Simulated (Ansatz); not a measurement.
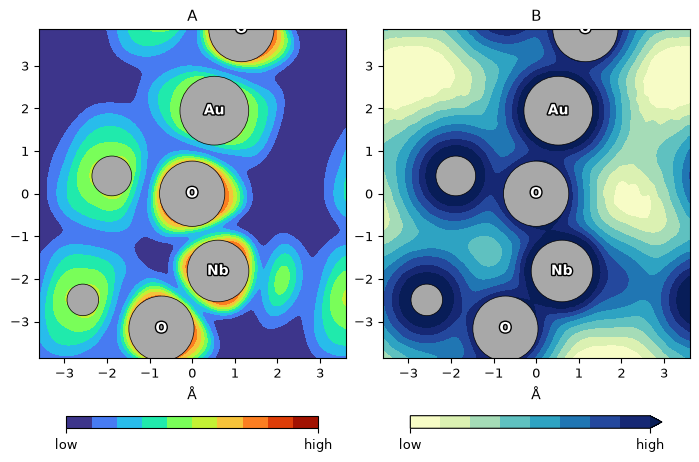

NbAu₃O₄: 2 fields on the (11̄0) plane of the conventional cell, with unlabelled colour scales. Grey discs cover the atomic cores.

Space group P1; a structure from a database of computed crystals, not necessarily the ambient phase; started from the CdHg3Te4-215 prototype, which need not be the ambient phase; changed on purpose from its base cell (shaken).

Level of theory: DFT, PBEsol, plane waves, PAW in Ansatz.

Question: The panels show electron localisation function and valence pseudo-density in some order. Assign them.

Answer: Panel A: electron localisation function. Panel B: valence pseudo-density. From the grid: Nb–O (1.91 Å): ρ at the midpoint is about 1.1 e/Å³; the ELF peaks at about 0.80 in the valence shell of O, 0.5 Å from its nucleus, and drops to about 0.25 between the two atoms (no shared electron pair shows on this line). Au–O (2.02 Å): ρ is about 0.86 e/Å³ halfway; the ELF peaks at about 0.80 in the valence shell of O, 0.6 Å from its nucleus, and drops to about 0.20 between the two atoms.
